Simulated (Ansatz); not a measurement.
**Cadmium, simple cubic under LDA: ground state and equation of state, part 1 of 2**

Aim: take cadmium in the simple cubic structure, relax it, solve it on a dense k-mesh, switch on spin-orbit coupling, then scale the cell to 7 volumes from 88 to 112 % of the relaxed one and try a fit of the equation of state. The k-meshes are 11×11×11 for the relaxation; 18×18×18 for the dense run; 11×11×11 for spin-orbit coupling; 12×12×12 for the volumes.

This is Cd in the simple cubic structure; at room conditions it is hcp.

Program: Ansatz 0.2.0. Level of theory: DFT LDA (PW92), plane waves (420 eV) with PAW, scalar-relativistic; the PAW data stem from PBE, with regenerated cores. These are calculated values, not measurements.

**1. The system as given**

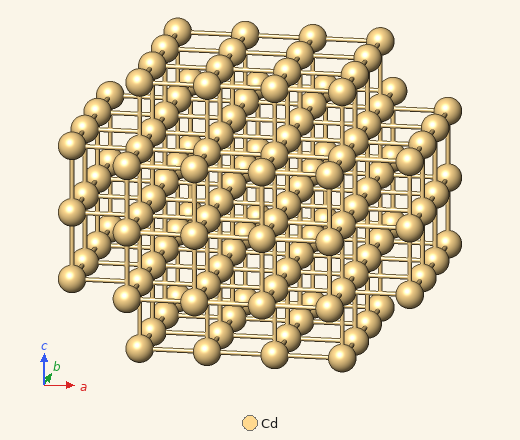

The structure, seen slightly off an axis (cadmium orange). 3×3×2 cells are drawn. Any atoms on the faces are drawn again on the opposite ones, and bonded neighbours outside are added.

Structure file:

```
CELL_PARAMETERS angstrom
2.85668 0.00000 0.00000
0.00000 2.85668 0.00000
0.00000 0.00000 2.85668
ATOMIC_POSITIONS crystal
Cd 0.00000 0.00000 0.00000
```

**2. Geometry optimisation**

input.yaml reads:

```yaml
crystal:
  lattice:
    - [2.856675876, 0.0, 0.0]
    - [0.0, 2.856675876, 0.0]
    - [0.0, 0.0, 2.856675876]
  atoms:
    - { symbol: Cd, position: [0.0, 0.0, 0.0] }
hamiltonian:
  xc: lda
  pseudopotentials:
    kind: paw
    azcp:
      Cd: "pseudopotentials/Cd.paw.azcp"
basis:
  ecutwfc: 420
  fft_grid_basis: typed
kpoints:
  mp_grid: { grid: [11, 11, 11], shift: [0, 0, 0] }
magnetization:
  spin_polarized: false
scf:
  occupations: { method: fermi_dirac, width: 0.1 }
relax:
  max_steps: 60
  f_tol: 0.01
  cell: {}
```

Launch:

```sh
$ ansatz run input.yaml --threads 2 --pin off --max-ram 5120MiB --backend cpu --events-out ev --progress --plain --runs-dir out
```

The log of the run (excerpt; [...] marks lines left out):

```text
Warning: <dir> the record states the generating functional pbe (its physics header spells it `PBE`), which answers neither for hamiltonian.xc's functional nor for the lda family's — results may be inconsistent (PPs are generated against a specific XC)
Warning: RAYON_NUM_THREADS=2 ignored (pool sized by the plan → 2); use --threads N
[...]
Pseudopotentials: kind: paw
Pseudopotential: Cd, paw, valence charge 20, recommended cutoff 420 eV (normal), <dir>
Functional definition: SPW92
[...]
Crystal: 1 atoms, lattice volume = 23.312 Å³
Basis set: ecut = 420 eV, 461 PW (Γ)
Bands: 14, of which v1, the nominal top of the filled ones, is band 10 counted from 1 (9 counted from 0)
Symmetry: 48 space group operations
Space group: Pm-3m (ITA 221), of the structure as read, at distance tolerance 2.9e-5 Å
k-points: 56 of 1331
[...]
SCF iter   1: F=—  HF=-8117.713302 eV  |F-HF|=—  |Δ(HF+E_count)|=         —  Δρ=8.76e-3  dr2=1.17e-2  ethr=1.77e-3  ⟨swp⟩=5.2  Hψ=3998  notcnv=0
[...]
relax step   1: F+E_penalty+E_count = -8117.70946870 eV  Δ(F+E_penalty+E_count) = +0.000e0 eV  max|allowed force component| = 0.000e0 eV/Å  Δτ_max = 0.0000 Å  P = -0.188 GPa  Ω = 23.312 Å³  (6 SCF iters, dr2 threshold 1.00e-7 eV, accepted)
[...]
relax step   2: F+E_penalty+E_count = -8117.70953130 eV  Δ(F+E_penalty+E_count) = -6.259e-5 eV  max|allowed force component| = 0.000e0 eV/Å  Δτ_max = 0.0000 Å  P = +0.045 GPa  Ω = 23.207 Å³  energy of the carried Pulay correction = +1.563e-5 eV  (4 SCF iters, dr2 threshold 8.81e-8 eV, accepted)
[...]
relax step   3: F+E_penalty+E_count = -8117.70950947 eV  Δ(F+E_penalty+E_count) = +2.183e-5 eV  max|allowed force component| = 0.000e0 eV/Å  Δτ_max = 0.0000 Å  P = +0.047 GPa  Ω = 23.207 Å³  stress off target by 4.67e-2 GPa  SCF on the basis re-selected at this cell (its energy is not [...]
SCF converged after 4 iterations
Free energy (F): -8117.709509 eV
[...]
E sigma→0 (E₀):  -8117.702823 eV
Entropy (-TS):   -0.013373 eV (-13.373 meV/atom)
Fermi energy:    12.820528 eV
[...]
--- Forces (eV/Å), atoms counted from 1 ---
  atom   1  Cd     0.00000000     0.00000000     0.00000000
[...]
--- Stress (GPa, compression-positive) ---
        0.046667      -0.000000      -0.000000
       -0.000000       0.046667       0.000000
       -0.000000       0.000000       0.046667
  P = ⅓ Tr σ = 0.0467 GPa (0.467 kbar)
--- Relaxed structure (2 steps of the walk, 2 accepted, 1 SCFs on fresh bases) ---
  F+E_penalty+E_count = -8117.70950947 eV   max|allowed force component| = 0.000e0 eV/Å   (the final SCF, on the basis selected at the relaxed cell)
  cell:  # Å, volume = 23.2074 Å³
    - [2.852388495613436, 3.209883240645393e-35, 0.0]
    - [0.0, 2.852388495613436, 3.209883240645393e-35]
    - [0.0, 3.209883240645393e-35, 2.852388495613436]
  atoms:
    - { symbol: Cd, position: [0.0, 0.0, 0.0] }
```

Run time: 1.7 s. Hardware: 2 threads of Intel Xeon Platinum 8375C at 2.90GHz (Ice Lake), shared host; peak memory 0.34 GiB.

Relaxation path:

```tsv
step	energy change (meV/atom)	largest force (eV/Å)	pressure (GPa)	volume (Å³/atom)
1	0.00	0.0000	-0.19	23.312
2	-0.06	0.0000	0.05	23.207
3	-0.04	0.0000	0.05	23.207
```

Steps that repeat a cell are solved on a basis chosen anew, so their changes of energy are no gain of the relaxation.

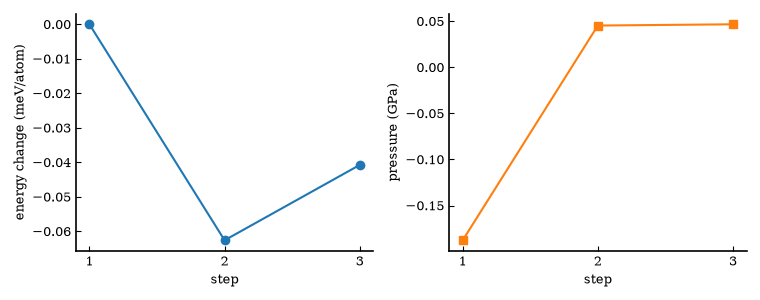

Energy and pressure over the accepted steps.

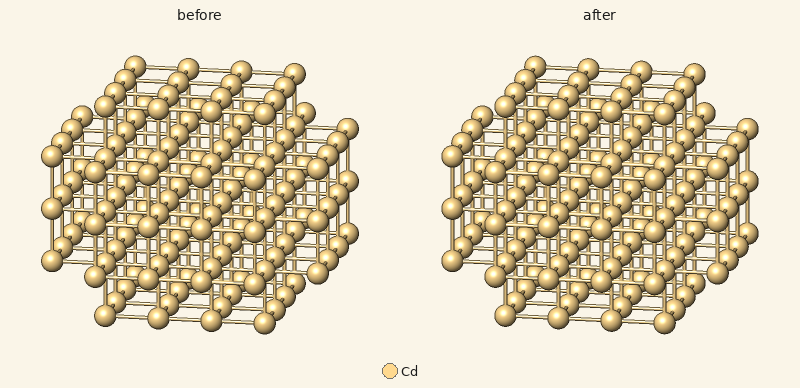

Start and end of the relaxation side by side. The cells drawn are those of the first picture.

The cell of the run, before and after:

|  | before | after | change |
| --- | --- | --- | --- |
| a (Å) | 2.857 | 2.852 | -0.2 % |
| b (Å) | 2.857 | 2.852 | -0.2 % |
| c (Å) | 2.857 | 2.852 | -0.2 % |
| volume (Å³/atom) | 23.312 | 23.207 | -0.4 % |
| shortest distance (Å) | 2.857 | 2.852 | -0.2 % |
| space group (spins left aside) | Pm-3m | Pm-3m | same |

**3. Single point on a dense mesh**

input.yaml reads:

```yaml
crystal:
  lattice:
    - [2.8523884956, 0.0, 0.0]
    - [0.0, 2.8523884956, 0.0]
    - [0.0, 0.0, 2.8523884956]
  atoms:
    - { symbol: Cd, position: [0.0, 0.0, 0.0] }
hamiltonian:
  xc: lda
  pseudopotentials:
    kind: paw
    azcp:
      Cd: "pseudopotentials/Cd.paw.azcp"
basis:
  ecutwfc: 420
  fft_grid_basis: typed
kpoints:
  mp_grid: { grid: [18, 18, 18], shift: [0, 0, 0] }
magnetization:
  spin_polarized: false
scf:
  occupations: { method: fermi_dirac, width: 0.1 }
output:
  write_density: true
  write_potential: true
  elf: true
  volumetric_format: npy
```

Launch:

```sh
$ ansatz run input.yaml --threads 2 --pin off --max-ram 5120MiB --backend cpu --events-out ev --progress --plain --runs-dir out
```

The log of the run (excerpt; [...] marks lines left out):

```text
Warning: <dir> the record states the generating functional pbe (its physics header spells it `PBE`), which answers neither for hamiltonian.xc's functional nor for the lda family's — results may be inconsistent (PPs are generated against a specific XC)
Warning: RAYON_NUM_THREADS=2 ignored (pool sized by the plan → 2); use --threads N
[...]
Pseudopotentials: kind: paw
Pseudopotential: Cd, paw, valence charge 20, recommended cutoff 420 eV (normal), <dir>
Functional definition: SPW92
[...]
Crystal: 1 atoms, lattice volume = 23.207 Å³
Basis set: ecut = 420 eV, 461 PW (Γ)
Bands: 14, of which v1, the nominal top of the filled ones, is band 10 counted from 1 (9 counted from 0)
Symmetry: 48 space group operations
Space group: Pm-3m (ITA 221), of the structure as read, at distance tolerance 2.9e-5 Å
k-points: 220 of 5832
[...]
SCF iter   1: F=—  HF=-8117.709857 eV  |F-HF|=—  |Δ(HF+E_count)|=         —  Δρ=8.95e-3  dr2=1.20e-2  ethr=1.77e-3  ⟨swp⟩=5.3  Hψ=15702  notcnv=0
[...]
SCF iter   6: F=-8117.705950 eV  HF=-8117.705950 eV  |F-HF|=1.46e-11  |Δ(HF+E_count)|=  2.87e-10  Δρ=4.39e-7  dr2=2.81e-11  ethr=6.29e-12  ⟨swp⟩=1.1  Hψ=9409  notcnv=0
[...]
SCF converged after 6 iterations
Free energy (F): -8117.705950 eV
[...]
E sigma→0 (E₀):  -8117.700206 eV
Entropy (-TS):   -0.011489 eV (-11.489 meV/atom)
Fermi energy:    12.799126 eV
[...]
--- Band table (eV; the first three rows and the last of 220) ---
  k-point 0: bands = ["-89.8521", "-50.9481", "-50.9481", "-50.9481", "2.9168", "2.9168", "4.4537", "4.7085", "4.7085", "4.7085", "23.2197", "23.2197", "23.2197", "27.3705"]
[...]
```

Run time: 2.3 s. Hardware: 2 threads of Intel Xeon Platinum 8375C at 2.90GHz (Ice Lake), shared host; peak memory 0.39 GiB.

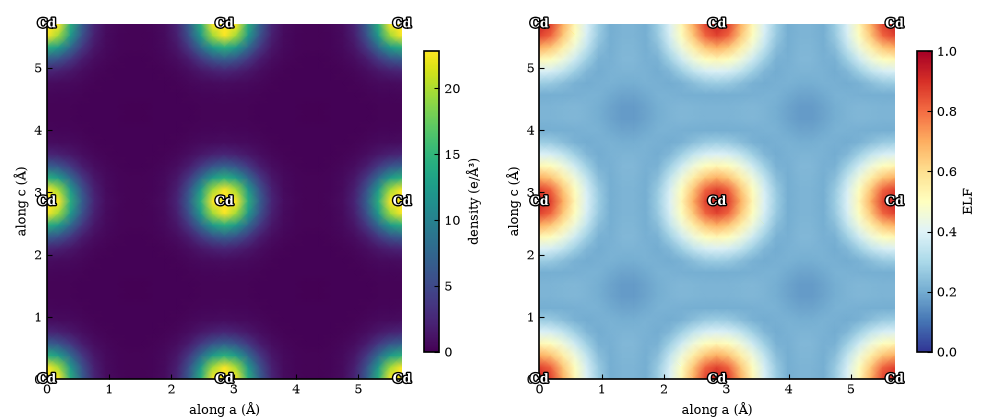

Density (left) and ELF (right) in a lattice plane of the grid's cell (edges 2.85 and 2.85 Å, at 0.000 of the third edge), which holds Cd. Only atoms in the plane are labelled; the density scale stops at 22.83 e/Å³. Both are smooth fields of the valence electrons: close to the nuclei they are not physical.

**4. With spin-orbit coupling**

input.yaml reads:

```yaml
crystal:
  lattice:
    - [2.8523884956, 0.0, 0.0]
    - [0.0, 2.8523884956, 0.0]
    - [0.0, 0.0, 2.8523884956]
  atoms:
    - { symbol: Cd, position: [0.0, 0.0, 0.0] }
hamiltonian:
  xc: lda
  pseudopotentials:
    kind: paw_fr
    azcp:
      Cd: "pseudopotentials/Cd.paw.azcp"
basis:
  ecutwfc: 420
  fft_grid_basis: typed
kpoints:
  mp_grid: { grid: [11, 11, 11], shift: [0, 0, 0] }
magnetization:
  noncollinear: true
  spin_orbit: true
scf:
  occupations: { method: fermi_dirac, width: 0.1 }
```

Launch:

```sh
$ ansatz run input.yaml --threads 2 --pin off --max-ram 5120MiB --backend cpu --events-out ev --progress --plain --runs-dir out
```

The log of the run (excerpt; [...] marks lines left out):

```text
Warning: <dir> the record states the generating functional pbe (its physics header spells it `PBE`), which answers neither for hamiltonian.xc's functional nor for the lda family's — results may be inconsistent (PPs are generated against a specific XC)
Warning: RAYON_NUM_THREADS=2 ignored (pool sized by the plan → 2); use --threads N
[...]
Pseudopotentials: kind: paw_fr
Pseudopotential: Cd, paw_fr, valence charge 20, recommended cutoff 420 eV (normal), <dir>
Functional definition: SPW92
[...]
non-collinear run that drives no moment, with spin-orbit: no starting moment large enough to seed its density (crystal.atoms[].spin), no starting occupations that ask for one, no magnetisation constraint and no magnetic field, so the semilocal B_xc is pinned to zero
Crystal: 1 atoms, lattice volume = 23.207 Å³
Basis set: ecut = 420 eV, 461 PW (Γ)
Bands: 28, of which v1, the nominal top of the filled ones, is band 20 counted from 1 (19 counted from 0)
Symmetry: 48 space group operations + 48 with time reversal
Magnetic group: BNS 221.93 (UNI 1595), of the structure as read, at distance tolerance 2.9e-5 Å
k-points: 56 of 1331
Projection manifold: j_resolved (fully-relativistic pseudo-atomic orbitals)
[...]
SCF iter   1: F=—  HF=-8120.419402 eV  |F-HF|=—  |Δ(HF+E_count)|=         —  Δρ=3.33e-2  dr2=3.02e-1  dr2_m=0.00e0 (ungated)  ethr=3.10e-3  |M|=0.00e0 ∫|m|=0.00e0 μB  |m|>n=0.0e0 m-floor=0.0e0 τ_xc=0.0e0  β_m=0.30  ⟨swp⟩=7.0  Hψ=3773  notcnv=0  defer=28
[...]
SCF iter   6: F=-8120.313645 eV  HF=-8120.313645 eV  |F-HF|=6.99e-9  |Δ(HF+E_count)|=   7.57e-7  Δρ=8.48e-6  dr2=1.31e-8  dr2_m=0.00e0 (ungated)  ethr=5.00e-10  |M|=0.00e0 ∫|m|=0.00e0 μB  |m|>n=0.0e0 m-floor=0.0e0 τ_xc=0.0e0  ⟨swp⟩=1.1  Hψ=2316  notcnv=0
[...]
SCF converged after 6 iterations
Magnetization: |M| = 0.0000 μB,  M = (+0.0000, +0.0000, +0.0000) μB
Absolute magnetization: 0.0000 μB (∫|m|)
  site 0: m = (+0.0000, +0.0000, +0.0000) μB, |m| = 0.0000 μB  (R = 1.18 Å)
Free energy (F): -8120.313645 eV
[...]
E sigma→0 (E₀):  -8120.306862 eV
Entropy (-TS):   -0.013566 eV (-13.566 meV/atom)
Fermi energy:    12.812456 eV
[...]
```

Wall time 2 s (2 threads of Intel Xeon Platinum 8375C at 2.90GHz (Ice Lake), shared host); peak memory 0.38 GiB.

With and without spin-orbit coupling:

```tsv
	scalar-relativistic	with spin-orbit coupling
k-mesh	18×18×18	11×11×11
gap on the mesh	none (levels filled in part)	none (levels filled in part)
```

The meshes differ, so small differences between the columns need not come from spin-orbit coupling.

**5. The cell scaled to 88 % of its volume**

input.yaml reads:

```yaml
crystal:
  lattice:
    - [2.7333981756, 0.0, 0.0]
    - [0.0, 2.7333981756, 0.0]
    - [0.0, 0.0, 2.7333981756]
  atoms:
    - { symbol: Cd, position: [0.0, 0.0, 0.0] }
hamiltonian:
  xc: lda
  pseudopotentials:
    kind: paw
    azcp:
      Cd: "pseudopotentials/Cd.paw.azcp"
basis:
  ecutwfc: 420
  fft_grid_basis: typed
kpoints:
  mp_grid: { grid: [12, 12, 12], shift: [0, 0, 0] }
magnetization:
  spin_polarized: false
scf:
  occupations: { method: fermi_dirac, width: 0.1 }
  lower_state_search: "off"
output:
  stress: true
```

Launch:

```sh
$ ansatz run input.yaml --threads 2 --pin off --max-ram 5120MiB --backend cpu --events-out ev --progress --plain --runs-dir out
```

The log of the run (excerpt; [...] marks lines left out):

```text
Warning: <dir> the record states the generating functional pbe (its physics header spells it `PBE`), which answers neither for hamiltonian.xc's functional nor for the lda family's — results may be inconsistent (PPs are generated against a specific XC)
Warning: RAYON_NUM_THREADS=2 ignored (pool sized by the plan → 2); use --threads N
[...]
Pseudopotentials: kind: paw
Pseudopotential: Cd, paw, valence charge 20, recommended cutoff 420 eV (normal), <dir>
Functional definition: SPW92
[...]
Crystal: 1 atoms, lattice volume = 20.422 Å³
Basis set: ecut = 420 eV, 389 PW (Γ)
Bands: 14, of which v1, the nominal top of the filled ones, is band 10 counted from 1 (9 counted from 0)
Symmetry: 48 space group operations
Space group: Pm-3m (ITA 221), of the structure as read, at distance tolerance 2.7e-5 Å
k-points: 84 of 1728
[...]
SCF iter   1: F=—  HF=-8117.629790 eV  |F-HF|=—  |Δ(HF+E_count)|=         —  Δρ=9.92e-3  dr2=1.29e-2  ethr=1.77e-3  ⟨swp⟩=5.1  Hψ=5947  notcnv=0
[...]
SCF iter   6: F=-8117.625454 eV  HF=-8117.625454 eV  |F-HF|=1.82e-12  |Δ(HF+E_count)|=  1.72e-10  Δρ=1.05e-7  dr2=8.48e-13  ethr=1.61e-12  ⟨swp⟩=1.1  Hψ=3472  notcnv=0
[...]
SCF converged after 6 iterations
Free energy (F): -8117.625454 eV
[...]
E sigma→0 (E₀):  -8117.619185 eV
Entropy (-TS):   -0.012537 eV (-12.537 meV/atom)
Fermi energy:    15.228551 eV
[...]
--- Stress (GPa, compression-positive) ---
        9.602207       0.000000       0.000000
       -0.000000       9.602207       0.000000
       -0.000000       0.000000       9.602207
  P = ⅓ Tr σ = 9.6022 GPa (96.022 kbar)
```

Wall time 0.85 s (2 threads of Intel Xeon Platinum 8375C at 2.90GHz (Ice Lake), shared host); peak memory 0.3 GiB.

**6. The cell scaled to 92 % of its volume**

Changes to input.yaml since step 5:

```diff
@@ -2,5 +2,5 @@
   lattice:
-    - [2.7333981756, 0.0, 0.0]
-    - [0.0, 2.7333981756, 0.0]
-    - [0.0, 0.0, 2.7333981756]
+    - [2.7742011789, 0.0, 0.0]
+    - [0.0, 2.7742011789, 0.0]
+    - [0.0, 0.0, 2.7742011789]
   atoms:
```

Launch:

```sh
$ ansatz run input.yaml --threads 2 --pin off --max-ram 5120MiB --backend cpu --events-out ev --progress --plain --runs-dir out
```

The log of the run (excerpt; [...] marks lines left out):

```text
Warning: <dir> the record states the generating functional pbe (its physics header spells it `PBE`), which answers neither for hamiltonian.xc's functional nor for the lda family's — results may be inconsistent (PPs are generated against a specific XC)
Warning: RAYON_NUM_THREADS=2 ignored (pool sized by the plan → 2); use --threads N
[...]
Pseudopotentials: kind: paw
Pseudopotential: Cd, paw, valence charge 20, recommended cutoff 420 eV (normal), <dir>
Functional definition: SPW92
[...]
Crystal: 1 atoms, lattice volume = 21.351 Å³
Basis set: ecut = 420 eV, 437 PW (Γ)
Bands: 14, of which v1, the nominal top of the filled ones, is band 10 counted from 1 (9 counted from 0)
Symmetry: 48 space group operations
Space group: Pm-3m (ITA 221), of the structure as read, at distance tolerance 2.8e-5 Å
k-points: 84 of 1728
[...]
SCF iter   1: F=—  HF=-8117.673060 eV  |F-HF|=—  |Δ(HF+E_count)|=         —  Δρ=9.53e-3  dr2=1.25e-2  ethr=1.77e-3  ⟨swp⟩=5.2  Hψ=5980  notcnv=0
[...]
SCF iter   6: F=-8117.668890 eV  HF=-8117.668890 eV  |F-HF|=9.09e-13  |Δ(HF+E_count)|=  6.91e-11  Δρ=1.86e-7  dr2=4.80e-12  ethr=1.64e-12  ⟨swp⟩=1.0  Hψ=3475  notcnv=0
[...]
SCF converged after 6 iterations
Free energy (F): -8117.668890 eV
[...]
E sigma→0 (E₀):  -8117.662151 eV
Entropy (-TS):   -0.013477 eV (-13.477 meV/atom)
Fermi energy:    14.344943 eV
[...]
--- Stress (GPa, compression-positive) ---
        5.567753      -0.000000       0.000000
        0.000000       5.567753       0.000000
        0.000000       0.000000       5.567753
  P = ⅓ Tr σ = 5.5678 GPa (55.678 kbar)
```

It took 0.92 s on 2 threads of Intel Xeon Platinum 8375C at 2.90GHz (Ice Lake), shared host; peak memory 0.33 GiB.

**7. The cell scaled to 96 % of its volume**

Changes to input.yaml since step 6:

```diff
@@ -2,5 +2,5 @@
   lattice:
-    - [2.7742011789, 0.0, 0.0]
-    - [0.0, 2.7742011789, 0.0]
-    - [0.0, 0.0, 2.7742011789]
+    - [2.8138379794, 0.0, 0.0]
+    - [0.0, 2.8138379794, 0.0]
+    - [0.0, 0.0, 2.8138379794]
   atoms:
```

Launch:

```sh
$ ansatz run input.yaml --threads 2 --pin off --max-ram 5120MiB --backend cpu --events-out ev --progress --plain --runs-dir out
```

The log of the run (excerpt; [...] marks lines left out):

```text
Warning: <dir> the record states the generating functional pbe (its physics header spells it `PBE`), which answers neither for hamiltonian.xc's functional nor for the lda family's — results may be inconsistent (PPs are generated against a specific XC)
Warning: RAYON_NUM_THREADS=2 ignored (pool sized by the plan → 2); use --threads N
[...]
Pseudopotentials: kind: paw
Pseudopotential: Cd, paw, valence charge 20, recommended cutoff 420 eV (normal), <dir>
Functional definition: SPW92
[...]
Crystal: 1 atoms, lattice volume = 22.279 Å³
Basis set: ecut = 420 eV, 461 PW (Γ)
Bands: 14, of which v1, the nominal top of the filled ones, is band 10 counted from 1 (9 counted from 0)
Symmetry: 48 space group operations
Space group: Pm-3m (ITA 221), of the structure as read, at distance tolerance 2.8e-5 Å
k-points: 84 of 1728
[...]
SCF iter   1: F=—  HF=-8117.695799 eV  |F-HF|=—  |Δ(HF+E_count)|=         —  Δρ=9.18e-3  dr2=1.22e-2  ethr=1.77e-3  ⟨swp⟩=5.2  Hψ=5990  notcnv=0
[...]
SCF iter   6: F=-8117.691796 eV  HF=-8117.691796 eV  |F-HF|=6.37e-12  |Δ(HF+E_count)|=  1.61e-10  Δρ=3.24e-7  dr2=1.52e-11  ethr=2.37e-12  ⟨swp⟩=1.0  Hψ=3466  notcnv=0
[...]
SCF converged after 6 iterations
Free energy (F): -8117.691796 eV
[...]
E sigma→0 (E₀):  -8117.684540 eV
Entropy (-TS):   -0.014512 eV (-14.512 meV/atom)
Fermi energy:    13.541625 eV
[...]
--- Stress (GPa, compression-positive) ---
        2.475810      -0.000000      -0.000000
       -0.000000       2.475810       0.000000
       -0.000000       0.000000       2.475810
  P = ⅓ Tr σ = 2.4758 GPa (24.758 kbar)
```

Wall time 0.96 s (2 threads of Intel Xeon Platinum 8375C at 2.90GHz (Ice Lake), shared host); peak memory 0.33 GiB.

**8. The cell scaled to 100 % of its volume**

Changes to input.yaml since step 7:

```diff
@@ -2,5 +2,5 @@
   lattice:
-    - [2.8138379794, 0.0, 0.0]
-    - [0.0, 2.8138379794, 0.0]
-    - [0.0, 0.0, 2.8138379794]
+    - [2.8523884956, 0.0, 0.0]
+    - [0.0, 2.8523884956, 0.0]
+    - [0.0, 0.0, 2.8523884956]
   atoms:
```

Launch:

```sh
$ ansatz run input.yaml --threads 2 --pin off --max-ram 5120MiB --backend cpu --events-out ev --progress --plain --runs-dir out
```

The log of the run (excerpt; [...] marks lines left out):

```text
Warning: <dir> the record states the generating functional pbe (its physics header spells it `PBE`), which answers neither for hamiltonian.xc's functional nor for the lda family's — results may be inconsistent (PPs are generated against a specific XC)
Warning: RAYON_NUM_THREADS=2 ignored (pool sized by the plan → 2); use --threads N
[...]
Pseudopotentials: kind: paw
Pseudopotential: Cd, paw, valence charge 20, recommended cutoff 420 eV (normal), <dir>
Functional definition: SPW92
[...]
Crystal: 1 atoms, lattice volume = 23.207 Å³
Basis set: ecut = 420 eV, 461 PW (Γ)
Bands: 14, of which v1, the nominal top of the filled ones, is band 10 counted from 1 (9 counted from 0)
Symmetry: 48 space group operations
Space group: Pm-3m (ITA 221), of the structure as read, at distance tolerance 2.9e-5 Å
k-points: 84 of 1728
[...]
SCF iter   1: F=—  HF=-8117.702870 eV  |F-HF|=—  |Δ(HF+E_count)|=         —  Δρ=8.88e-3  dr2=1.19e-2  ethr=1.77e-3  ⟨swp⟩=5.2  Hψ=5985  notcnv=0
[...]
SCF iter   6: F=-8117.698973 eV  HF=-8117.698973 eV  |F-HF|=1.09e-11  |Δ(HF+E_count)|=  2.02e-10  Δρ=3.53e-7  dr2=1.96e-11  ethr=3.37e-12  ⟨swp⟩=1.0  Hψ=3475  notcnv=0
[...]
SCF converged after 6 iterations
Free energy (F): -8117.698973 eV
[...]
E sigma→0 (E₀):  -8117.691260 eV
Entropy (-TS):   -0.015426 eV (-15.426 meV/atom)
Fermi energy:    12.806671 eV
[...]
--- Stress (GPa, compression-positive) ---
        0.106766       0.000000       0.000000
        0.000000       0.106766       0.000000
       -0.000000       0.000000       0.106766
  P = ⅓ Tr σ = 0.1068 GPa (1.068 kbar)
```

Run time: 0.93 s. Hardware: 2 threads of Intel Xeon Platinum 8375C at 2.90GHz (Ice Lake), shared host; peak memory 0.34 GiB.

(Continued in part 2 of 2.)
